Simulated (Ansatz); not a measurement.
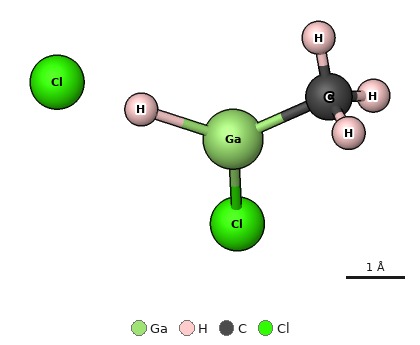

*The starting structure (ball-and-stick view, seen at a tilt). Sticks mark near contacts.*

**Geometry relaxation of CH₄Cl₂Ga (part 1 of 2)**

- system: CH₄Cl₂Ga, multiplicity 2
- method: UKS PBE0-D4/def2-SVP (Ansatz 0.2.0)

The run did not end well. The input holds or restrains some coordinates. Forces given for the steps count only the free coordinates. It belongs to a series of runs on one base structure; here: pulled along the bonds that form and break, towards end A.

**The input**
```yaml
crystal:
  periodic: [false, false, false]
  atoms:
    - { symbol: Ga, position_ang: [0.0, 0.0, 0.0] }
    - { symbol: H, position_ang: [0.0, 0.0, 1.82] }
    - { symbol: C, position_ang: [1.7147, 0.0, -0.99] }
    - { symbol: H, position_ang: [2.0443, -1.0462, -1.1602] }
    - { symbol: H, position_ang: [1.5782, 0.508, -1.9674] }
    - { symbol: H, position_ang: [2.4842, 0.5381, -0.3982] }
    - { symbol: Cl, position_ang: [-1.9398, 0.0, -1.12] }
    - { symbol: Cl, position_ang: [0.0, 0.0, 3.49] }
magnetization:
  spin_polarized: true
  initial_magnetization: 1
basis:
  gaussian: { orbitals: def2-SVP }
hamiltonian:
  xc: pbe0
  dispersion: d4
relax:
  f_tol: 0.15
  max_steps: 25
  restrain:
    - { distance: [1, 7], at: 2.57, k: 30.0 }
    - { distance: [0, 1], at: 1.57, k: 30.0 }
```

Launch command:
```bash
ansatz run input.yaml --threads 4 --pin off --max-ram 5120MiB --backend cpu --events-out ev --progress --plain --runs-dir out
```

**What the program printed**
```
The last accepted step is kept in [file] (removed where the run ends without a failure and the disk answers)
Engine: ansatz 0.2.0, aarch64-unknown-linux-gnu
Functional definition: PBE0
  parameter a = 0.25
  parameter kappa = 0.804
  parameter beta = 0.06672455060314922
  exchange = (1 - a)*pbe_x(kappa = kappa, mu = beta*pi^2/3) + a*exact_x
  correlation = pbe_c(beta = beta)
1056 factors; integrals over basis functions are off by at most 4.0e-4 eV
mean field evaluation 1: about -78488.8502 eV, gradient 3.3e1 eV
mean field evaluation 2: about -78484.6932 eV, gradient 4.3e1 eV
mean field evaluation 4: about -78494.0819 eV, gradient 1.3e0 eV
mean field evaluation 8: about -78494.0983 eV, gradient 8.1e-2 eV
mean field evaluation 16: about -78494.0984 eV, gradient 7.7e-5 eV
mean field -78494.09835669 eV, -2884.6049093975 hartree, gradient 3.9e-5 eV, S^2 0.757162; 0 other end points of the search recorded, 0 dependent functions left out
the calculation of the forces begins
reference -78494.09838515 eV, -2884.6049104436 hartree; 38, 37 occupied and 64, 65 virtual orbitals, 1056 factors
relax step   1: F+E_penalty+E_count = -78494.23416280 eV  Δ(F+E_penalty+E_count) = +0.000e0 eV  max|allowed force component| = 1.524e0 eV/Å  E_restraint = 13.08750000 eV  max|allowed force component, restraints' pulls added| = 3.346e1 eV/Å  Δτ_max = 0.0000 Å  (32 SCF iters, accepted)
  distance H 1 - Cl 7 = 1.6700 Å
  distance Ga 0 - H 1 = 1.8200 Å
these checks for a lower state are left out or cut short: starts, cluster_reference, orbital_swaps, neighbouring_geometries, increment
1056 factors; integrals over basis functions are off by at most 5.9e-4 eV
mean field -78493.81967419 eV, -2884.5946680045 hartree, gradient 1.4e-5 eV, S^2 0.754982; 0 other end points of the search recorded, 0 dependent functions left out
[... from here on the field's lines of each further geometry are left out, up to the last ...]
relax step   2: F+E_penalty+E_count = -78493.95206238 eV  Δ(F+E_penalty+E_count) = +2.821e-1 eV  max|allowed force component| = 8.948e-1 eV/Å  E_restraint = 4.20151099 eV  max|allowed force component, restraints' pulls added| = 1.677e1 eV/Å  Δτ_max = 0.1950 Å  (46 SCF iters, accepted)
relax step   3: F+E_penalty+E_count = -78493.76813819 eV  Δ(F+E_penalty+E_count) = +1.839e-1 eV  max|allowed force component| = 1.372e0 eV/Å  E_restraint = 0.50106556 eV  max|allowed force component, restraints' pulls added| = 4.845e0 eV/Å  Δτ_max = 0.1996 Å  (60 SCF iters, accepted)
relax step   4: F+E_penalty+E_count = -78493.78163514 eV  Δ(F+E_penalty+E_count) = -1.350e-2 eV  max|allowed force component| = 5.778e-1 eV/Å  E_restraint = 0.11523306 eV  max|allowed force component, restraints' pulls added| = 2.232e0 eV/Å  Δτ_max = 0.1999 Å  (57 SCF iters, accepted)
relax step   5: F+E_penalty+E_count = -78493.77146110 eV  Δ(F+E_penalty+E_count) = +1.017e-2 eV  max|allowed force component| = 3.972e-1 eV/Å  E_restraint = 0.00711361 eV  max|allowed force component, restraints' pulls added| = 3.245e-1 eV/Å  Δτ_max = 0.1999 Å  (101 SCF iters, accepted)
relax step   6: F+E_penalty+E_count = -78493.78648246 eV  Δ(F+E_penalty+E_count) = -1.502e-2 eV  max|allowed force component| = 3.542e-1 eV/Å  E_restraint = 0.00056825 eV  max|allowed force component, restraints' pulls added| = 1.937e-1 eV/Å  Δτ_max = 0.1998 Å  (63 SCF iters, accepted)
relax step   7: F+E_penalty+E_count = -78493.79949849 eV  Δ(F+E_penalty+E_count) = -1.302e-2 eV  max|allowed force component| = 3.903e-1 eV/Å  E_restraint = 0.00037800 eV  max|allowed force component, restraints' pulls added| = 2.304e-1 eV/Å  Δτ_max = 0.1999 Å  (63 SCF iters, accepted)
relax step   8: F+E_penalty+E_count = -78493.82287629 eV  Δ(F+E_penalty+E_count) = -2.338e-2 eV  max|allowed force component| = 3.880e-1 eV/Å  E_restraint = 0.00113175 eV  max|allowed force component, restraints' pulls added| = 1.519e-1 eV/Å  Δτ_max = 0.2000 Å  (63 SCF iters, accepted)
relax step   9: F+E_penalty+E_count = -78493.83564747 eV  Δ(F+E_penalty+E_count) = -1.277e-2 eV  max|allowed force component| = 3.765e-1 eV/Å  E_restraint = 0.01169804 eV  max|allowed force component, restraints' pulls added| = 9.619e-1 eV/Å  Δτ_max = 0.1950 Å  (67 SCF iters, accepted)
relax step  10: F+E_penalty+E_count = -78493.85428172 eV  Δ(F+E_penalty+E_count) = -1.863e-2 eV  max|allowed force component| = 3.937e-1 eV/Å  E_restraint = 0.00249645 eV  max|allowed force component, restraints' pulls added| = 5.953e-1 eV/Å  Δτ_max = 0.0871 Å  (60 SCF iters, accepted)
relax step  11: F+E_penalty+E_count = -78493.89122937 eV  Δ(F+E_penalty+E_count) = -3.695e-2 eV  max|allowed force component| = 4.347e-1 eV/Å  E_restraint = 0.00080805 eV  max|allowed force component, restraints' pulls added| = 4.574e-1 eV/Å  Δτ_max = 0.1909 Å  (103 SCF iters, accepted)
relax step  12: F+E_penalty+E_count = -78493.94137155 eV  Δ(F+E_penalty+E_count) = -5.014e-2 eV  max|allowed force component| = 4.983e-1 eV/Å  E_restraint = 0.00207254 eV  max|allowed force component, restraints' pulls added| = 4.888e-1 eV/Å  Δτ_max = 0.1964 Å  (105 SCF iters, accepted)
relax step  13: F+E_penalty+E_count = -78494.01275203 eV  Δ(F+E_penalty+E_count) = -7.138e-2 eV  max|allowed force component| = 5.893e-1 eV/Å  E_restraint = 0.00579985 eV  max|allowed force component, restraints' pulls added| = 3.499e-1 eV/Å  Δτ_max = 0.1909 Å  (66 SCF iters, accepted)
relax step  14: F+E_penalty+E_count = -78494.10351638 eV  Δ(F+E_penalty+E_count) = -9.076e-2 eV  max|allowed force component| = 6.792e-1 eV/Å  E_restraint = 0.01022644 eV  max|allowed force component, restraints' pulls added| = 7.624e-1 eV/Å  Δτ_max = 0.1950 Å  (51 SCF iters, accepted)
relax step  15: F+E_penalty+E_count = -78494.26324693 eV  Δ(F+E_penalty+E_count) = -1.597e-1 eV  max|allowed force component| = 7.710e-1 eV/Å  E_restraint = 0.02052839 eV  max|allowed force component, restraints' pulls added| = 6.260e-1 eV/Å  Δτ_max = 0.1946 Å  (47 SCF iters, accepted)
relax step  16: F+E_penalty+E_count = -78494.44525122 eV  Δ(F+E_penalty+E_count) = -1.820e-1 eV  max|allowed force component| = 1.081e0 eV/Å  E_restraint = 0.02710835 eV  max|allowed force component, restraints' pulls added| = 9.947e-1 eV/Å  Δτ_max = 0.1991 Å  (48 SCF iters, accepted)
relax step  17: F+E_penalty+E_count = -78494.60049647 eV  Δ(F+E_penalty+E_count) = -1.552e-1 eV  max|allowed force component| = 9.043e-1 eV/Å  E_restraint = 0.06686338 eV  max|allowed force component, restraints' pulls added| = 1.128e0 eV/Å  Δτ_max = 0.1952 Å  (43 SCF iters, accepted)
relax step  18: F+E_penalty+E_count = -78494.70073144 eV  Δ(F+E_penalty+E_count) = -1.002e-1 eV  max|allowed force component| = 8.496e-1 eV/Å  E_restraint = 0.05189234 eV  max|allowed force component, restraints' pulls added| = 7.111e-1 eV/Å  Δτ_max = 0.2000 Å  (40 SCF iters, accepted)
relax step  19: F+E_penalty+E_count = -78494.73426356 eV  Δ(F+E_penalty+E_count) = -3.353e-2 eV  max|allowed force component| = 1.011e0 eV/Å  E_restraint = 0.05249009 eV  max|allowed force component, restraints' pulls added| = 1.138e0 eV/Å  Δτ_max = 0.1320 Å  (36 SCF iters, accepted)
relax step  20: F+E_penalty+E_count = -78494.75768343 eV  Δ(F+E_penalty+E_count) = -2.342e-2 eV  max|allowed force component| = 9.679e-1 eV/Å  E_restraint = 0.02308341 eV  max|allowed force component, restraints' pulls added| = 2.801e-1 eV/Å  Δτ_max = 0.2000 Å  (37 SCF iters, accepted)
relax step  21: F+E_penalty+E_count = -78494.76159840 eV  Δ(F+E_penalty+E_count) = -3.915e-3 eV  max|allowed force component| = 9.891e-1 eV/Å  E_restraint = 0.01968631 eV  max|allowed force component, restraints' pulls added| = 1.702e-1 eV/Å  Δτ_max = 0.0454 Å  (34 SCF iters, accepted)
relax step  22: F+E_penalty+E_count = -78494.76881777 eV  Δ(F+E_penalty+E_count) = -7.219e-3 eV  max|allowed force component| = 1.011e0 eV/Å  E_restraint = 0.01629851 eV  max|allowed force component, restraints' pulls added| = 1.747e-1 eV/Å  Δτ_max = 0.1373 Å  (37 SCF iters, accepted)
relax step  23: F+E_penalty+E_count = -78494.76904016 eV  Δ(F+E_penalty+E_count) = -2.224e-4 eV  max|allowed force component| = 9.805e-1 eV/Å  E_restraint = 0.01212351 eV  max|allowed force component, restraints' pulls added| = 2.307e-1 eV/Å  Δτ_max = 0.1093 Å  (37 SCF iters, accepted)
the calculation of the forces begins
reference -78494.59813767 eV, -2884.6232760097 hartree; 38, 37 occupied and 64, 65 virtual orbitals, 1056 factors
relax step  24: F+E_penalty+E_count = -78494.76814339 eV  Δ(F+E_penalty+E_count) = +8.968e-4 eV  max|allowed force component| = 1.026e0 eV/Å  E_restraint = 0.00877757 eV  max|allowed force component, restraints' pulls added| = 2.855e-1 eV/Å  Δτ_max = 0.0493 Å  (36 SCF iters, accepted)
  distance H 1 - Cl 7 = 2.5730 Å
  distance Ga 0 - H 1 = 1.5940 Å
these checks for a lower state are left out or cut short: starts, cluster_reference, orbital_swaps, neighbouring_geometries, increment
1056 factors; integrals over basis functions are off by at most 6.1e-4 eV
mean field evaluation 256: about -78494.6156 eV, gradient 1.8e-5 eV
mean field -78494.61557095 eV, -2884.6239166710 hartree, gradient 1.8e-5 eV, S^2 0.758923; 0 other end points of the search recorded, 0 dependent functions left out
the calculation of the forces begins
reference -78494.61559942 eV, -2884.6239177173 hartree; 38, 37 occupied and 64, 65 virtual orbitals, 1056 factors
relax step  25: F+E_penalty+E_count = -78494.78594739 eV  Δ(F+E_penalty+E_count) = -1.780e-2 eV  max|allowed force component| = 8.326e-1 eV/Å  E_restraint = 0.03309534 eV  max|allowed force component, restraints' pulls added| = 8.760e-1 eV/Å  Δτ_max = 0.0584 Å  (38 SCF iters, rejected (line search))
  distance H 1 - Cl 7 = 2.5931 Å
  distance Ga 0 - H 1 = 1.6109 Å
```

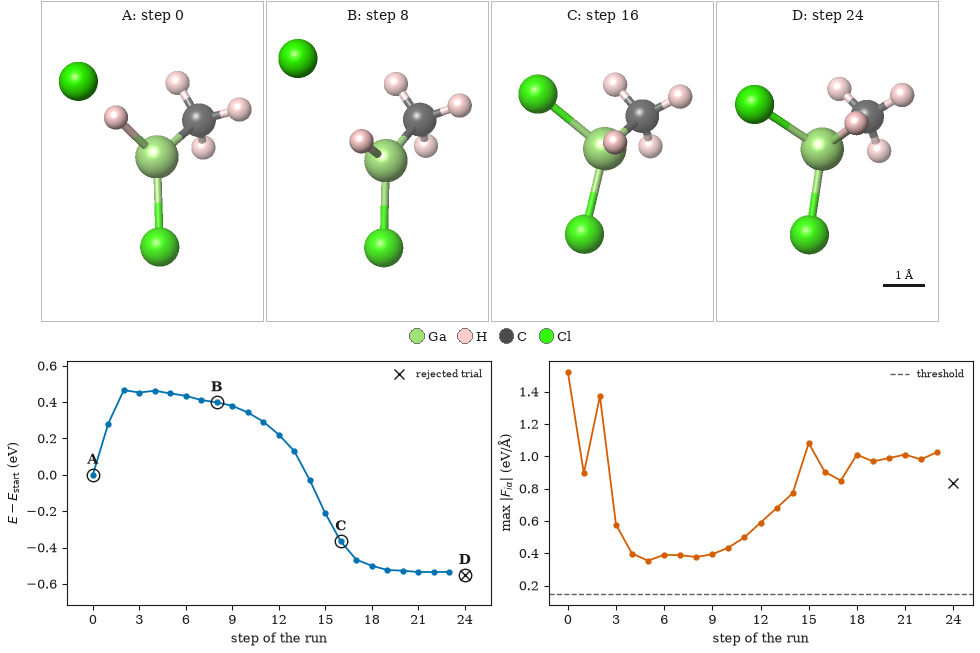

*Frames of the restrained relaxation (ball-and-stick view, seen at a tilt) above the curves, on which the letters mark them (the first geometry is step 0 here and step 1 in the log).*

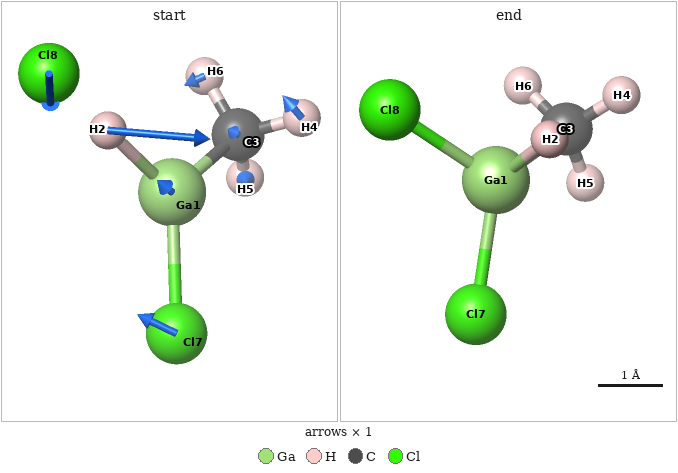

*Before (left) and after (right) the restrained relaxation, at one scale (ball-and-stick view, seen at a tilt). The blue arrows give the displacements, at true length.*

The relaxation stopped without meeting its thresholds, so the last structure isn't shown to be converged. Over 24 geometry steps the energy falls by 0.552 eV. Largest force component: 1.5 eV/Å at the start, 0.83 eV/Å at the end. The line search rejected the trial step at point 24 (counted from 0) and went back. The atom that moves furthest after the best rigid fit is H2 (1.65 Å). Largest moves by element: H 1.65 Å, Cl 1.29 Å, Ga 0.38 Å, C 0.25 Å. Distances before and after: Ga1–Cl8 3.490 → 2.174 Å, Ga1–H2 1.820 → 1.611 Å, Ga1–Cl7 2.240 → 2.146 Å, Ga1–C3 1.980 → 2.018 Å. New bonds form: Ga1–Cl8 (3.49 → 2.17 Å). Among the angles that change: H2–Ga1–C3 120.0° → 95.8°, Ga1–C3–H6 109.5° → 104.5°, Ga1–C3–H5 109.5° → 105.3°. (Atoms are counted from 1 in the order of the input.)

```
Unfinished report: {"positions_ang":[[0.0018367774200778574,0.11011568458676588,0.34036396865100765],[-0.08854959185992392,-1.3719297411251714,0.9202212321349887],[1.6979626183137446,-0.06694944451679825,-0.7061303049654928],[2.0534756686163784,-1.1031155327970186,-0.7223883692507055],[1.4672235203752337,0.29056970813932703,-1.7184176911600335],[2.4252024701587183,0.5845836046624912,-0.1995321580435033],[-1.740178792029688,0.864274238782573,-0.6883422813728876],[0.06462732900545935,0.6923514822678312,2.448425604006628]],"unchecked":["starts","cluster_reference","orbital_swaps","neighbouring_geometries","increment"],"mean_field":{"relativity":"none","state":{"energy":{"ev":-78494.59813766586,"hartree":-2884.623276009651},"converged":true,"gradient_ev":0.000014342402173251034,"stability":{"kind":"minimum","curvature_ev":3.7384848675257727},"curvature_floor_ev":0.00030000000000000003,"spin_squared":0.7581714134580366},"others":[],"fillings":{"estimated":0,"unestimated":0,"tried":0,"untried":0,"excluded_magnetic_sites":0},"n_dropped_functions":0,"n_trapped_functions":0,"passes":{"evaluations":4,"products":32},"factors":{"origin":"Cholesky decomposition","count":1056,"bound_ev":0.0006280008389300119},"gradient_stop_ev":0.00009,"reference_kind":"stationary","functional":{"name":"PBE0","citations":["Adamo & Barone, J. Chem. Phys. 110, 6158 (1999) doi:10.1063/1.478522","Perdew, Burke & Ernzerhof, Phys. Rev. Lett. 77, 3865 (1996) doi:10.1103/PhysRevLett.77.3865"],"text":"name \"PBE0\"\ncite \"Adamo & Barone, J. Chem. Phys. 110, 6158 (1999) doi:10.1063/1.478522\"\ncite \"Perdew, Burke & Ernzerhof, Phys. Rev. Lett. 77, 3865 (1996) doi:10.1103/PhysRevLett.77.3865\"\nparent pbe\nparameter a = 0.25\nparameter kappa = 0.804\nparameter beta = 0.06672455060314922\nexchange = (1 - a)*pbe_x(kappa = kappa, mu = beta*pi^2/3) + a*exact_x\ncorrelation = pbe_c(beta = beta)\n","parameters":{"a":{"value":0.25,"default":0.25},"beta":{"value":0.06672455060314922,"default":0.06672455060314922},"kappa":{"value":0.804,"default":0.804}},"final_grid":{"core_spheres":13.0,"valence_spheres":11.0,"degree":36.0},"final_grid_parameter_source":"default","radial_points_factor":1.0,"radial_grid_error_ev":3.235511906987185e-7,"grid_sensitivity":"normal","grid_sensitivity_ratio":0.001870803151768979},"unsmoothed_excess_ev":-0.000028509560003388243,"symmetry":{"irreps":["A"],"axes":[[0.988876335148307,-0.143293654394852,0.03988135396174291],[0.14068815852059538,0.9881182294498236,0.061880584039174125],[-0.048274587887800126,-0.055581410913309676,0.997286453796074]],"occupied":[{"A":38},{"A":37}]},"held":{"pivots":1056,"left_out":0,"joined":0},"density_repulsion":{"missed_ev":9.787551648684343e-6,"excess_ev":1.7650535978283428e-10,"most_excess_ev":0.0002025,"are_drawn_again":false,"n_first_factors":1056,"energy_change_ev":0.0,"n_dropped_ends":0}},"factors":{"origin":"Cholesky decomposition","count":1056,"bound_ev":0.0006280008389300119},"n_frozen":0,"n_occupied":[38,37],"n_virtual":[64,65],"reference":{"ev":-78494.59813766586,"hartree":-2884.623276009651},"dispersion":{"energy":{"ev":-0.17003423869024376,"hartree":-0.006248643018519988},"switches_in_reach":[]},"total":{"ev":-78494.76817190455,"hartree":-2884.6295246526697},"forces_ev_per_angstrom":[[-0.03514603127737711,0.9080842236633928,-0.2932468342685289],[-0.07383510285930839,-1.0264488205268318,0.2088052804904779],[0.07441251951023337,0.009199179624060565,-0.03450809251763221],[-0.0025775702921477872,-0.004178542732071312,-0.0009007536768046442],[-0.016061577651728904,-0.007171333887611904,-0.01427718347208704],[-0.02386168974453209,-0.0047499100306110445,0.019135808241808598],[0.05540268540436806,-0.02986607796170064,0.020353686873929983],[0.021666766880516268,0.15513128184783823,0.09463808833328534]],"charge_distribution":{"dipole_moment_e_ang":[0.5192539358030692,-0.2858543879499644,-0.2461482662365033],"mulliken_charges_e":[0.4082242895072099,0.04056664826685474,-0.29234632887886125,0.09878743038031723,0.10565234096815734,0.1055212239395733,-0.2496607290528594,-0.21674487513043417],"lowdin_charges_e":[-0.7234372276440268,0.09025658520065993,0.019677600621547775,0.0351794573889056,0.042464372170185394,0.045384170333754525,0.2293500925399634,0.2611249493889112]},"n_threads":4,"memory_gib":4.261363637633622,"seconds":{"hamiltonian":2.6761802550000002,"orbitals":0.0,"second_order":0.0,"solver_start":0.0,"cycles":0.0,"cycle":0.0,"perturbative":0.0,"full_ci_increment":0.0,"forces":0.0}}
this run last wrote the structure of step 24 to [file]
Error: geometry relaxation did not converge after 25 steps: max|allowed force component| = 1.03e0 eV/Å without the restraints, 2.86e-1 eV/Å with the forces of `relax.restrain` added, the figure compared with `relax.f_tol` (threshold 1.5e-1). Raise `relax.max_steps` over both its present limit and 25, loosen `relax.f_tol`, or start from a geometry closer to equilibrium; or lower a very stiff `relax.restrain[].k`, which can take fewer steps but ends farther from `at`. Where this run's directory can be resumed (`checkpoint.write`), a resume goes on for up to `relax.max_steps` more
```
